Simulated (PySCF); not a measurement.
# SiBrCl3 (bromotrichlorosilane) at MP2/def2-TZVP

Aim: a single-point energy of SiBrCl3 (bromotrichlorosilane). The job is set up through a Python script.

Program for the calculation: PySCF 2.14.0.

10 further runs of the same task are left out: 10 set aside as unsound or not needed. Runs told in other sessions of the task aren't counted.

## (1) The system as given

SiBrCl3 has 5 atoms, charge 0, and is taken as a singlet. As SMILES, `Cl[Si](Cl)(Cl)Br`. The coordinates come from a PBE0-D4/def2-TZVP relaxation.

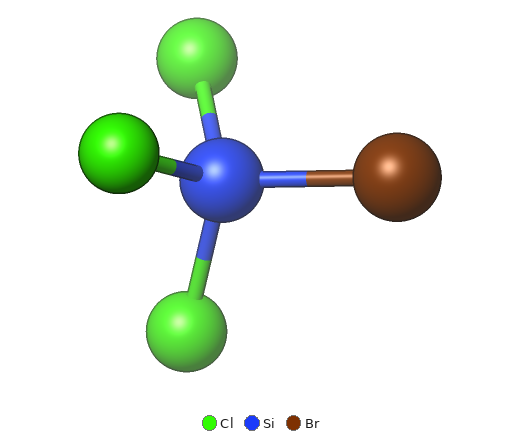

Viewed from a chosen angle; chlorine green, silicon blue, bromine brown.

## (2) A single-point energy at MP2/def2-TZVP

File run.py:

```python
from pyscf import gto, mp

mol = gto.M(
    atom=[
    ('Cl', (-0.852900, -0.217700, 1.821600)),
    ('Si', (0.003400, -0.042600, -0.003200)),
    ('Cl', (1.690500, -1.158200, -0.059200)),
    ('Cl', (-1.285700, -0.709700, -1.412800)),
    ('Br', (0.494400, 2.054400, -0.387900)),
],
    spin=0,
    basis='def2-tzvp',
    verbose=4,
    max_memory=8000,
)

hf = mol.RHF()
hf.conv_tol = 1e-09
hf.kernel()

pt = mp.MP2(hf, frozen=29).run()
energy = pt.e_tot
print(f'total energy: {energy:.8f} hartree')
```

Command:

```console
$ OMP_NUM_THREADS=8 python run.py
```

The program printed:

```text
<dir> SyntaxWarning: invalid escape sequence '\W'
  S = {(paw_set(r)[0], bool(re.search(r"spin_orbit\W+true|paw_fr", str((r.get("files") or {}).get("input") or "")) or re.search("(?i)spin.orbit\W+(value\W+)?(true|yes)|value\W+spin-orbit", json.dumps(r.get("inputs"), default=str)))) for r in records}

PySCF version 2.14.0

[... 59 lines left out ...]
converged SCF energy = -4240.10886028897
[... 1 line left out ...]
******** <class 'pyscf.mp.mp2.RMP2'> ********
nocc = 21, nmo = 167
frozen orbitals 29
E(RMP2) = -4241.04758723718  E_corr = -0.938726948210327
E(SCS-RMP2) = -4241.01054579585  E_corr = -0.901685506884251
E_corr(same-spin) = -0.259369420347855
E_corr(oppo-spin) = -0.679357527862472
total energy: -4241.04758724 hartree
```

Wall time 6.3 s (8 threads of Arm Neoverse N1, host not shared); peak memory 2 GiB.

## (3) Results

At MP2/def2-TZVP, 29 core orbitals frozen:

| quantity | value |
| --- | --- |
| total energy | -4241.04759 Eh |
| dipole moment (Hartree–Fock density) | 0.07 D |
| HOMO energy (Hartree–Fock orbitals) | -12.09 eV |
| LUMO energy (Hartree–Fock orbitals) | 3.01 eV |
| HOMO–LUMO gap (Hartree–Fock orbitals) | 15.10 eV |
| correlation energy (29 core orbitals frozen) | -938.7 mEh |
